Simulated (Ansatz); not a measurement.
# NO2F (SMILES O=[N+]([O-])F) at 6 levels

We compute a comparison of 6 runs (B2PLYP/STO-3G, HSE06/STO-3G, UPBE0/STO-3G, r2SCAN/STO-3G, wB97X/STO-3G, FCI/STO-3G) of NO2F. 

Program for the calculation: Ansatz 0.2.0.

58 further runs of the same task are left out: 10 that didn't finish, 48 set aside as unsound or not needed.

### 1 The molecule

NO2F has 4 atoms, charge 0, and is taken as a singlet. As SMILES, `O=[N+]([O-])F`. The N2–O1 distance was set to 2.863 Å, away from the relaxed value. At this shape a bond of the SMILES string is far longer than usual.

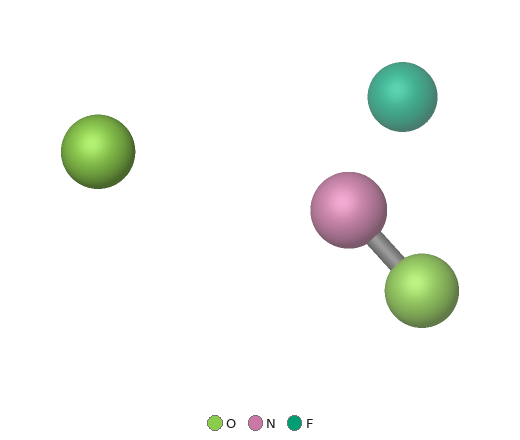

The structure, seen from a chosen angle (oxygen green, nitrogen pink, fluorine teal).

### 2 A single-point energy at B2PLYP/STO-3G (run 1)

run.yaml

```yaml
crystal:
  periodic: [false, false, false]
  atoms:
    - {symbol: O, position_ang: [0.307283, 1.312220, 2.606094]}
    - {symbol: N, position_ang: [0.109710, -0.098240, 0.122020]}
    - {symbol: O, position_ang: [0.475520, -1.064170, -0.373030]}
    - {symbol: F, position_ang: [-0.773970, 0.696460, -0.864650]}
basis:
  gaussian:
    orbitals: STO-3G
hamiltonian:
  xc: {name: B2PLYP}
correlation:
  frozen_orbitals: {F: 1, "N": 1, O: 1}
accuracy: high
```

Run with:

```console
$ ansatz run run.yaml --threads 1 --pin off --max-ram 2610MiB --events-out events.jsonl --progress --plain --runs-dir runs
```

Log:

```text
Warning: RAYON_NUM_THREADS=1 ignored (pool sized by the plan → 1); use --threads N
Functional definition: B2PLYP
  name "B2PLYP"
  parameter a = 0.53
  parameter c = 0.27
  exchange = (1 - a)*b88_x + a*exact_x
  correlation = (1 - c)*lyp_c + c*(mp2_os + mp2_ss)
334 factors; integrals over basis functions are off by at most 2.9e-8 eV
mean field evaluation 1: about -8129.2013 eV, gradient 6.8e1 eV
mean field evaluation 2: about -8129.1980 eV, gradient 6.8e1 eV
mean field evaluation 4: about -8109.1984 eV, gradient 2.2e1 eV
mean field evaluation 8: about -8161.5890 eV, gradient 9.2e0 eV
mean field evaluation 16: about -8163.4302 eV, gradient 3.1e-7 eV
mean field evaluation 32: about -8163.4297 eV, gradient 5.1e-2 eV
mean field evaluation 64: about -8141.4966 eV, gradient 3.3e1 eV
mean field -8163.43015605 eV, -300.0005248632 hartree, gradient 2.1e-8 eV, S^2 0.000000; 6 other end points of the search recorded, 0 dependent functions left out; unrestricted orbitals would lower it
4 core orbitals not correlated: weight in the atoms' cores, before any rotation towards them, 1.000 or more for the frozen orbitals, at most 0.000 for the correlated occupied ones
reference -8163.43016847 eV, -300.0005253194 hartree; 12, 12 occupied and 4, 4 virtual orbitals, 334 factors
second order -6.99042117 eV of doubles, -0.00000000 eV of singles
Total energy: -8165.31758218 eV, -300.0698864941 hartree
```

Run time: 3.9 s. Hardware: 1 thread of Arm Neoverse V1, shared host; peak memory 0.094 GiB.

### 3 A single-point energy at HSE06/STO-3G (run 2)

molecule.yaml

```yaml
crystal:
  periodic: [false, false, false]
  atoms:
    - symbol: O
      position_ang: [0.307283, 1.312220, 2.606094]
    - symbol: "N"
      position_ang: [0.109710, -0.098240, 0.122020]
    - symbol: O
      position_ang: [0.475520, -1.064170, -0.373030]
    - symbol: F
      position_ang: [-0.773970, 0.696460, -0.864650]
basis:
  gaussian: {orbitals: STO-3G}
accuracy: high
hamiltonian: {xc: {name: HSE06}}
```

Run with:

```console
$ ansatz run molecule.yaml --threads 1 --pin off --max-ram 2610MiB --events-out events.jsonl --progress --plain --runs-dir runs
```

Log:

```text
Warning: RAYON_NUM_THREADS=1 ignored (pool sized by the plan → 1); use --threads N
Functional definition: HSE06
  name "HSE06"
  parameter a = 0.25
  parameter omega = 0.11/bohr
  exchange = pbe_x - a*pbe_x_sr(omega) + a*exact_x_sr(omega)
  correlation = pbe_c
334 factors; integrals over basis functions are off by at most 2.9e-8 eV
52 factors; integrals over basis functions are off by at most 2.9e-10 eV
mean field evaluation 1: about -8127.8948 eV, gradient 6.5e1 eV
mean field evaluation 2: about -7607.9084 eV, gradient 2.8e1 eV
mean field evaluation 4: about -8087.1213 eV, gradient 7.3e1 eV
mean field evaluation 8: about -8167.2219 eV, gradient 3.1e-1 eV
mean field evaluation 16: about -8167.2239 eV, gradient 7.9e-6 eV
mean field evaluation 32: about -8167.2145 eV, gradient 1.1e-1 eV
mean field -8167.22390335 eV, -300.1399425048 hartree, gradient 5.9e-8 eV, S^2 0.000000; 4 other end points of the search recorded, 0 dependent functions left out
reference -8167.22390425 eV, -300.1399425381 hartree; 16, 16 occupied and 4, 4 virtual orbitals, 334 factors
Total energy: -8167.22390425 eV, -300.1399425381 hartree
```

Run time: 2.9 s. Hardware: 1 thread of Arm Neoverse V1, shared host; peak memory 0.092 GiB.

Runs 3 to 5 aren't shown in full; the table further down has their settings and results.

### 4 A single-point energy at FCI/STO-3G (run 6)

run.yaml

```yaml
crystal:
  periodic: [false, false, false]
  atoms:
    - symbol: O
      position_ang: [0.307283, 1.312220, 2.606094]
    - symbol: "N"
      position_ang: [0.109710, -0.098240, 0.122020]
    - symbol: O
      position_ang: [0.475520, -1.064170, -0.373030]
    - symbol: F
      position_ang: [-0.773970, 0.696460, -0.864650]
basis:
  gaussian: {orbitals: STO-3G}
correlation: {method: fci, frozen_orbitals: {F: 1, "N": 1, O: 1}}
accuracy: high
```

Run with:

```console
$ ansatz run run.yaml --threads 1 --pin off --max-ram 2610MiB --events-out events.jsonl --progress --plain --runs-dir runs
```

Log, cut to the lines that bear on the results:

```text
Warning: RAYON_NUM_THREADS=1 ignored (pool sized by the plan → 1); use --threads N
Functional definition: HF
  name "HF"
[...]
334 factors; integrals over basis functions are off by at most 2.9e-8 eV
[...]
mean field -8140.53247110 eV, -299.1590504618 hartree, gradient 2.1e-8 eV, S^2 0.000000; 9 other end points of the search recorded, 0 dependent functions left out; unrestricted orbitals would lower it
[...]
unrestricted determinant -8143.26327586 eV, -299.2594056857 hartree, S^2 1.4730
4 core orbitals not correlated: weight in the atoms' cores, before any rotation towards them, 1.000 or more for the frozen orbitals, at most 0.000 for the correlated occupied ones
reference -8140.53247110 eV, -299.1590504618 hartree; 12, 12 occupied and 4, 4 virtual orbitals, 334 factors
state -8147.38134058 eV, -299.4107417729 hartree
Total energy: -8147.38134058 eV, -299.4107417729 hartree
```

It took 95 s on 1 thread of Arm Neoverse V1, shared host; peak memory 0.54 GiB.

### 5 The series

```csv
run,level,frozen core orbitals,energy (Eh),wall time
1,B2PLYP/STO-3G,4,-300.069886,3.9 s
2,HSE06/STO-3G,–,-300.139943,2.9 s
3,UPBE0/STO-3G,–,-300.242517,27 s
4,r2SCAN/STO-3G,–,-300.332549,11 s
5,wB97X/STO-3G,–,-300.386501,16 s
6,FCI/STO-3G,4,-299.410742,95 s
```

### 6 Results

| quantity | value |
| --- | --- |
| run 6: total energy | -299.41074 Eh |
| run 6: correlation energy (4 core orbitals frozen) | -251.7 mEh |

**Reading.** Totals of different functionals can't be ranked against each other. In run 1 the log says that unrestricted orbitals would lower the reference, so the values rest on an unstable closed-shell determinant (other closed-shell runs at this shape may share the fault). In runs 1, 2, 3, 4, 5, 6 the basis is minimal, so the values are rough. In runs 1, 2, 4, 5 a closed-shell determinant meets a far-stretched bond, which it describes badly. Spin contamination of the reference: run 3 ⟨S²⟩ = 1.00. Where it is this large, the reference is a mixture of spin states, and values that rest on it are in doubt. All runs together took 2.6 min, the longest 95 s.
